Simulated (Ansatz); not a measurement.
SiAg₁₆: several calculations on one system

### Relaxation

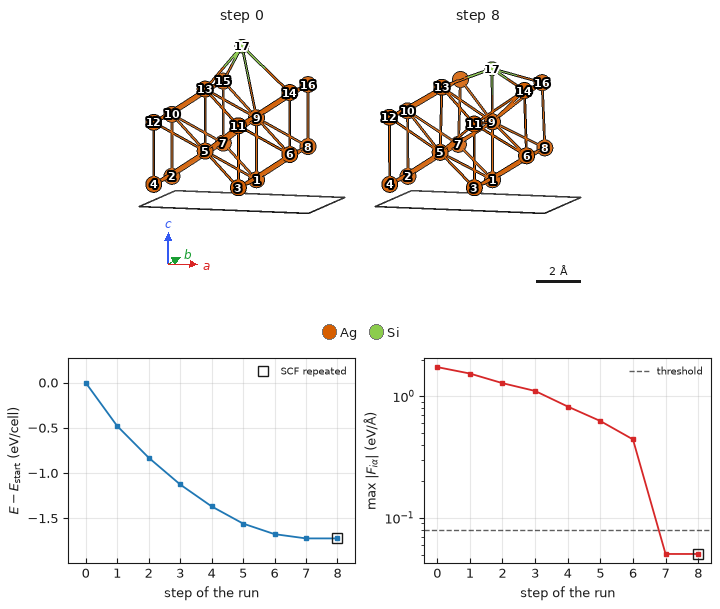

First and last geometry of a constrained relaxation of a slab of composition SiAg16, with the history of the run. A ball-and-stick model of the cell of the calculation, outlined in the plane, without the vacuum (origin shifted), seen slightly off an axis.

It is Si on Ag(110), set down by a guess. The run prepares the start of a later molecular dynamics calculation, from a guessed geometry. 4 atoms are held fixed.

Method: DFT PBE, scalar-relativistic, plane waves, PAW in Ansatz. Settings: plane-wave cutoff 420 eV; k-point mesh 2 × 3 × 1; occupations fermi dirac; smearing width 0.1 eV; no spin polarisation; atoms relaxed in a fixed cell; force threshold 0.08 eV/Å; at most 25 steps.

Question: Did the run converge, and what did it change?

Answer: It converged. After 7 accepted moves (8 points after the start) the energy has fallen by 1.722 eV per cell of the calculation. The largest force component goes from 1.7 to 0.051 eV/Å. 1 step only repeated the SCF at the same geometry. The largest move is that of Si17, 1.29 Å at 32° to the normal (−c side). By element the largest moves are Si 1.29 Å, Ag 0.24 Å. The cell doesn't change. Some distances before and after: Ag16–Si17 3.770 → 2.580 Å, Ag9–Si17 3.464 → 2.485 Å, Ag14–Si17 3.396 → 2.568 Å, Ag15–Si17 3.099 → 2.579 Å. New bonds form, among them: Ag16–Si17 (3.77 → 2.58 Å). Bond angles that change, for instance: Ag13–Si17–Ag15 60.0° → 68.6°. The run took 88 s on 4 threads of Intel(R) Xeon(R) Platinum 8488C (Sapphire Rapids), on a shared host, peak memory 2.9 GiB.

Limits of the set-up: the k-point mesh is coarse for a cell with partly filled bands; the program's low-accuracy preset was used; the periodic images lie only 5.8 Å apart, so the values are limited by the cell's size.

### Dynamics

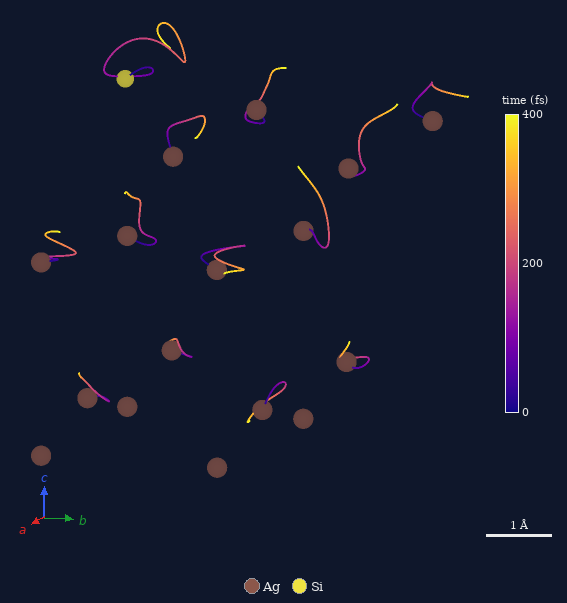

Molecular dynamics of Si on Ag(110) (17 atoms in the cell), 400 fs long. Lines trace each atom's path, coloured by time; spheres stand at the starting positions. Fixed atoms have no trace. Seen slightly off an axis in the simulation cell, with the vacuum cut short.

All numbers below come from Ansatz, DFT PBE, scalar-relativistic, plane waves, PAW. Settings: plane-wave cutoff 250 eV; k-point mesh 2 × 3 × 1; Fermi-Dirac smearing 0.1 eV; low-accuracy preset; 4 atoms held fixed; constant energy (NVE); velocities drawn for 2400 K; time step 2 fs.

### What do the traces tell about the motion?

Root-mean-square distances from the starting positions over the second half, with the common drift of all atoms taken out: Si 1.03 Å, Ag 0.58 Å. Against the typical shortest distance between atoms in the first frame, about 2.8 Å these are large excursions, but over 400 fs one can't yet tell strong vibration from the start of diffusion. Over the second half the temperature averages 1113 K (spread ±171 K). The potential energy is still drifting at the end, so the run hasn't reached equilibrium. The potential energy in the second half lies on average 127 meV per atom above the first frame. The total energy stays between 0 and 0.18 meV per atom of its start. A straight-line fit has a slope that amounts to +0.03 meV per atom over 400 fs (under 0.1 % of the mean kinetic energy), its mean offset in the second half is under 0.1 %, and the ripple about the line is under 0.1 % of the kinetic energy's fluctuation. With a drift under 2 % and a ripple under 7 %, the integration is accurate. The plane-wave cutoff is below what these potentials need, so energies and forces are off.

Limits of the set-up: the k-point mesh is coarse for a cell with partly filled bands; the cutoff lies below the recommended one; the program's low-accuracy preset was used; the periodic images lie only 5.8 Å apart, so the values are limited by the cell's size.

Cost: 10 min on 4 threads of Intel(R) Xeon(R) Platinum 8488C (Sapphire Rapids), on a shared host, peak memory 1.5 GiB.

### Dynamics

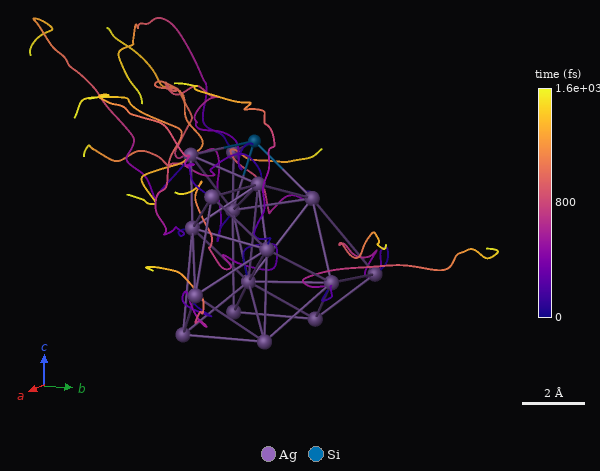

First-principles dynamics of Si on Ag(110) (17 atoms in the cell), 1.60 ps long. It starts from the last geometry of an earlier run, with fresh velocities. Lines trace each atom's path, coloured by time; spheres stand at the starting positions. Fixed atoms have no trace. Seen slightly off an axis in the simulation cell, with the vacuum cut short.

Computed with Ansatz 0.2.0, DFT PBE, scalar-relativistic, plane waves, PAW. Set-up: plane-wave cutoff 420 eV; k-point mesh 2 × 3 × 1; Fermi-Dirac smearing 0.1 eV; low-accuracy preset; 4 atoms held fixed; Nosé-Hoover thermostat (NVT); set temperature 2400 K; time step 8 fs; thermostat time 200.0 fs.

**How do the atoms move?**

Root-mean-square distances from the starting positions over the second half, with the common drift of all atoms taken out: Ag 4.49 Å, Si 3.32 Å. That is a large part of the typical shortest distance between atoms in the first frame, about 2.6 Å and still growing: the atoms leave their places as in a liquid. The time step of 8 fs is long for the fastest vibrations here (lightest element silicon).

Limits of the set-up: the program's low-accuracy preset was used; the periodic images lie only 5.8 Å apart, so the values are limited by the cell's size.
